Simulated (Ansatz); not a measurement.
System: AlCl₂H₅Si.

```yaml
atoms:
  - { symbol: Al, position_ang: [-0.0199, -0.4170, -0.2047] }
  - { symbol: Cl, position_ang: [-0.0281, 0.2982, 2.3767] }
  - { symbol: H, position_ang: [1.3442, 0.2979, -0.6155] }
  - { symbol: Cl, position_ang: [-1.8415, 0.4804, -0.8759] }
  - { symbol: Si, position_ang: [-0.2408, -2.7349, 0.6029] }
  - { symbol: H, position_ang: [-1.0432, -3.6951, -0.2341] }
  - { symbol: H, position_ang: [1.0699, -3.3969, 0.9494] }
  - { symbol: H, position_ang: [-0.9821, -2.6279, 1.9381] }
  - { symbol: H, position_ang: [-0.5651, -0.8811, 2.6141] }
```

Method: RKS PBE/def2-SVP in Ansatz 0.2.0.

**What will maps of the electron density and electron localisation function show?**

Al–Cl (2.14 Å): the density is about 0.65 e/Å³ at the midpoint; the ELF peaks at about 0.85 in the valence shell of Cl, 0.9 Å from its nucleus, and is about 0.80 at the midpoint.
Al–Si (2.46 Å): the density is about 0.5 e/Å³ at the midpoint; the ELF peaks at about 1 between the atoms, as expected for localised, covalent bonding.
Si–H (1.51 Å): ρ is about 0.72 e/Å³ halfway; the ELF climbs to about 1 towards the hydrogen, as it does in any bond to H.

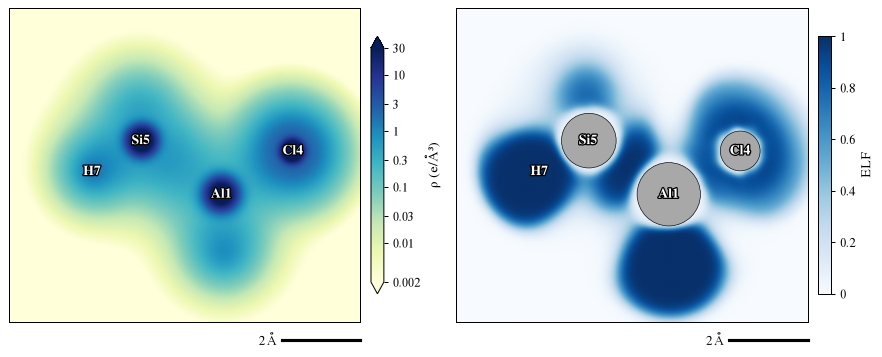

Computed electron density and electron localisation function on the plane of atoms Cl4, Al1 and Si5, in this order. Grey discs cover the atomic cores in the ELF map. 
